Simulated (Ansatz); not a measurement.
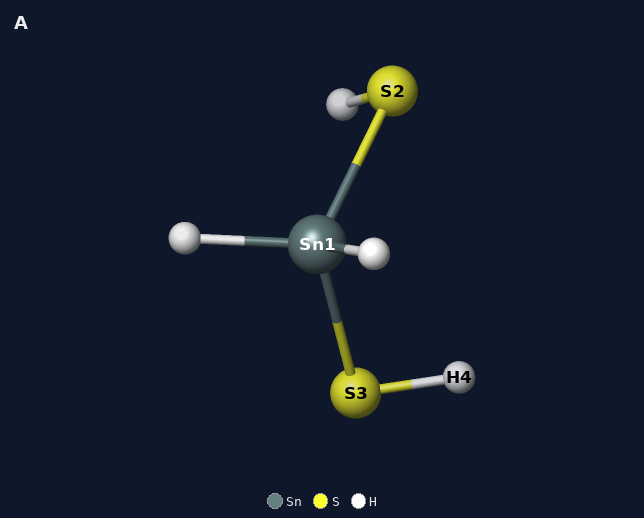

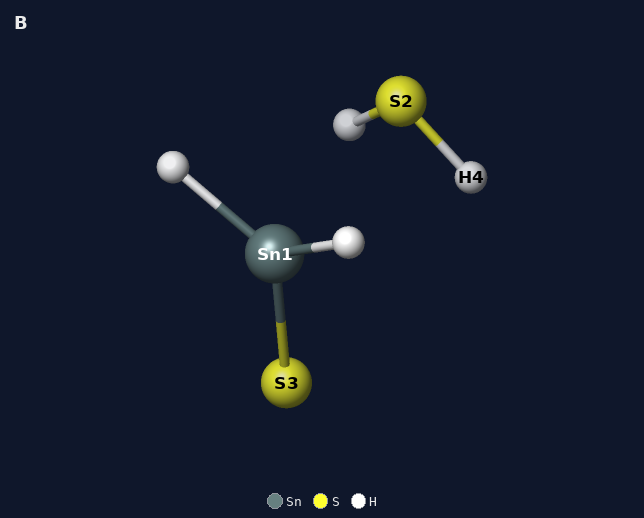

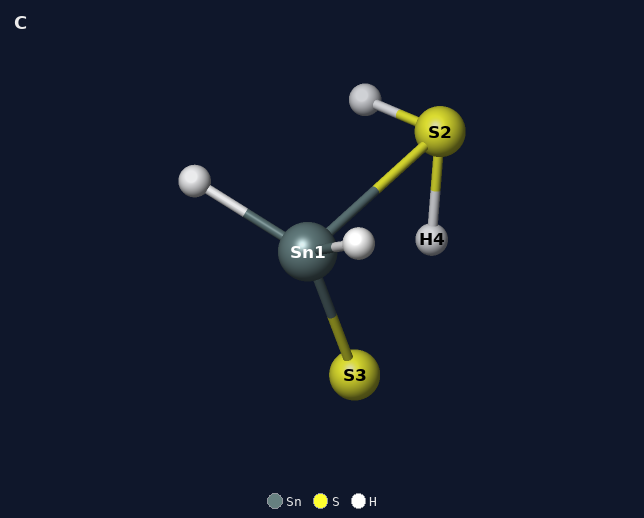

Three stationary points along one reaction path, in mixed order. Sticks follow a distance rule, so a partial bond may show as a full stick or not at all. The species is neutral and a spin singlet. Geometries: PBE0-D4/def2-TZVP; all other levels are single points on them, and energies count from the start as drawn. Program: Ansatz 0.2.0, core potentials on Sn. In CBS estimates cores are frozen, and CCSD(T) − MP2 is taken in the smaller basis.

> Which panel shows the transition state?

C.

> Which bonds form and which break from A to B?

Formed: S2–H4; broken: Sn1–S2, S3–H4. At the saddle point S2···H4 is 1.47 Å, Sn1···S2 is 2.67 Å, S3···H4 is 2.03 Å.

Give the electronic barrier and the reaction energy from A to B in eV (no zero-point energy) with CCSD(T)/CBS (MP2 limit from def2-TZVPP and def2-QZVPP plus CCSD(T) − MP2); PBE0-D4/def2-TZVPP; r2SCAN0-D4/def2-TZVPP; BHLYP-D4/def2-TZVPP; B97M-V/def2-TZVPP; RHF-CCSD(T) (frozen core)/def2-TZVPP; ωB97M-V/def2-TZVPP; RHF-MP2 (frozen core)/def2-QZVPP.

```json
{"level": "CCSD(T)/CBS (MP2 limit from def2-TZVPP and def2-QZVPP plus CCSD(T) − MP2)", "barrier": "1.558", "reaction energy": "+1.372"}
{"level": "PBE0-D4/def2-TZVPP", "barrier": "1.486", "reaction energy": "+1.374"}
{"level": "r2SCAN0-D4/def2-TZVPP", "barrier": "1.562", "reaction energy": "+1.410"}
{"level": "BHLYP-D4/def2-TZVPP", "barrier": "1.719", "reaction energy": "+1.431"}
{"level": "B97M-V/def2-TZVPP", "barrier": "1.527", "reaction energy": "+1.327"}
{"level": "RHF-CCSD(T) (frozen core)/def2-TZVPP", "barrier": "1.627", "reaction energy": "+1.391"}
{"level": "ωB97M-V/def2-TZVPP", "barrier": "1.633", "reaction energy": "+1.408"}
{"level": "RHF-MP2 (frozen core)/def2-QZVPP", "barrier": "1.527", "reaction energy": "+1.384"}
```
